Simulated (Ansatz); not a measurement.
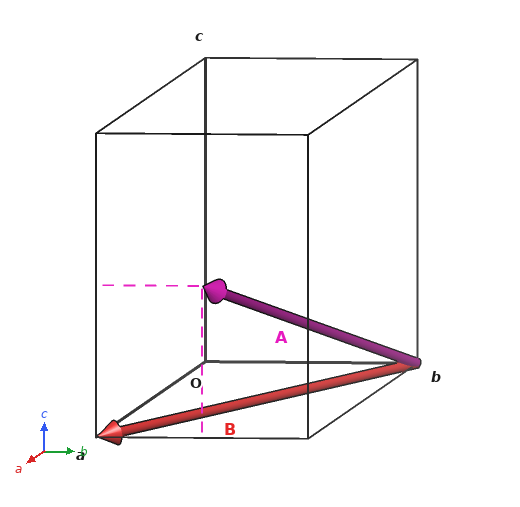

For Ru, coordinates from a relaxation with Ansatz 0.2.0, DFT, LDA (PW92), plane waves (420 eV) with PAW, scalar-relativistic: each arrow starts at a corner of the unit cell and ends on its surface; where a tip isn't a corner, dashed lines run from it parallel to the axes. The drawing is computed from the coordinates (standard cell, symmetry found to 0.002 Å).

a = 2.678 Å, b = 2.678 Å, c = 4.218 Å, α = 90.00°, β = 90.00°, γ = 120.00°.

> Which lattice directions are drawn?

Arrow A runs from (0, 1, 0) to (1, 1/2, 1/2), so [2 −1 1], in four indices [5 −4 −1 3]; Arrow B runs from (0, 1, 0) to (1, 0, 0), so [1 −1 0], in four indices [1 −1 0 0].

> How long is the vector ua + vb + wc in each case, and what angles do the directions make?

A 8.245 Å; B 4.638 Å. A–B: 32.5°.
